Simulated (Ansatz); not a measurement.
Base system: PbTe in the rock salt structure (space group Fm-3m, No. 225; a = 6.442 Å).

One thing is altered: an isotropic linear strain of +1.00 %, atoms relaxed at fixed cell.

Level of theory: Ansatz (a quantum-chemistry and plane-wave program) PBEsol, no spin-orbit coupling.

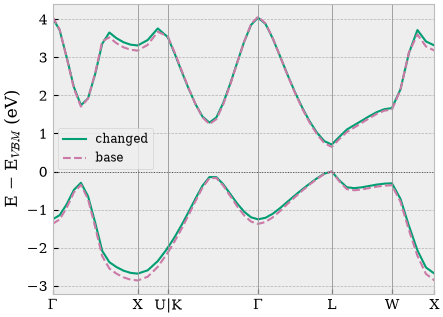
Figure. Highest valence and lowest conduction band along the path, each from its own valence-band maximum

Task: Read the changed gap and its character from the plot.

Result: About 0.7 eV, direct at L.

With Pb and Te present, leaving out spin-orbit coupling can change the band edges. No phonon test of stability was made.
